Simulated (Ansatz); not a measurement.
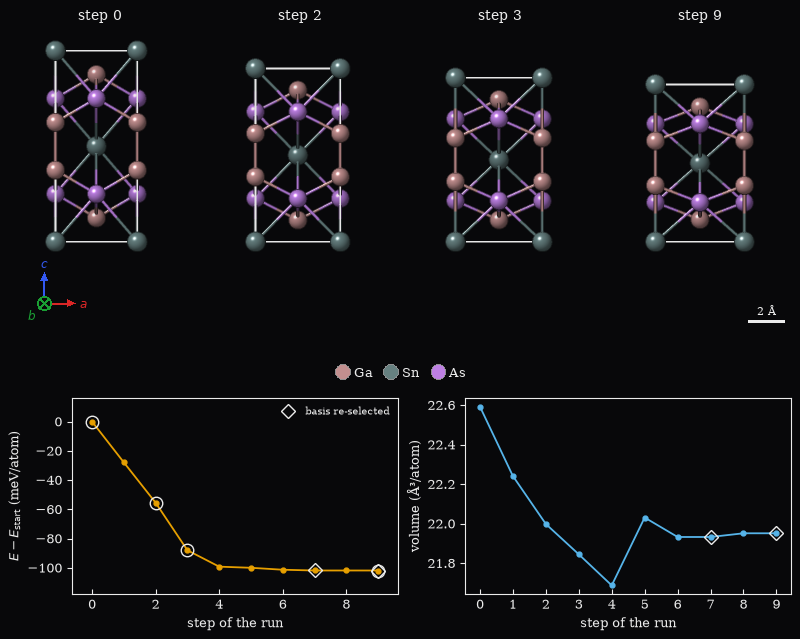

Frames of a relaxation of a crystal of Ga2SnAs2 (a generated structure, set up in I4/mmm), marked on the history of the run. Style: ball-and-stick. Shown: the conventional cell (2 times the calculation's cell), along the b axis. Lengths and directions refer to the drawn axes.

Level of theory: DFT PBE, scalar-relativistic, plane waves, PAW (Ansatz 0.2.0).

Input file:
```yaml
crystal:
  lattice:
    - [-2.295585, 2.295585, 5.35891932]
    - [2.295585, -2.295585, 5.35891932]
    - [2.295585, 2.295585, -5.35891932]
  atoms:
    - { symbol: Ga, position: [0.375, 0.375, 0.0] }
    - { symbol: Ga, position: [0.625, 0.625, 0.0] }
    - { symbol: Sn, position: [0.0, 0.0, 0.0] }
    - { symbol: As, position: [0.75, 0.25, 0.5] }
    - { symbol: As, position: [0.25, 0.75, 0.5] }
basis:
  ecutwfc: 420
kpoints:
  mp_grid: { grid: [12, 12, 12] }
hamiltonian:
  xc: pbe
scf:
  occupations: { method: gaussian, width: 0.1 }
output:
  forces: true
  stress: true
  eigenvalues: true
relax:
  adjacent_minimum: "off"
  f_tol: 0.01
  max_steps: 80
  cell: { stress_tol: 0.05 }
```

Launched with:
```bash
ansatz run input.yaml --threads 1 --pin off --max-ram 2560MiB --backend cpu --events-out ev --progress --plain --runs-dir out
```

### Describe the path.

After 7 accepted moves (9 points after the start) the energy has fallen by 102 meV per atom. The largest force component goes from 0.43 to 0.001 eV/Å. Pressure: −0.76 GPa at the start and −0.02 GPa at the end. The SCF was repeated twice at an unchanged geometry on a basis and grid sized afresh for the cell, which shifted the energy by 0.5 meV per atom at most. The largest moves relative to the cell, 0.15 Å, are those of Ga1 and Ga2. Ga2 goes along +c. Sn and As stay in place. The drawn cell changes as follows: a = b 4.591 → 4.988 Å (+8.6 %), c 10.718 → 8.822 Å (−17.7 %); the volume changes by −2.8 %. Some distances before and after: Ga1–Sn3 4.019 → 3.162 Å, Sn3–As4 3.528 → 3.329 Å, Ga1–Ga2 2.679 → 2.499 Å, Ga1–As4 2.658 → 2.671 Å. Among the angles between lasting bonds that change: As4–Ga1–As4 119.5° → 138.0°, Ga1–As5–Ga1 119.5° → 138.0°, Ga2–Ga1–As4 120.3° → 111.0°. The space group stays I4/mmm (No. 139). From step 0 to 2: volume −2.6 %, energy −55.5 meV per atom. From step 2 to 3: Ga atoms move most (0.07 Å), volume −0.7 %, energy −32.5 meV per atom. From step 3 to 9: Ga atoms move most (0.08 Å), volume +0.5 %, energy −13.8 meV per atom.
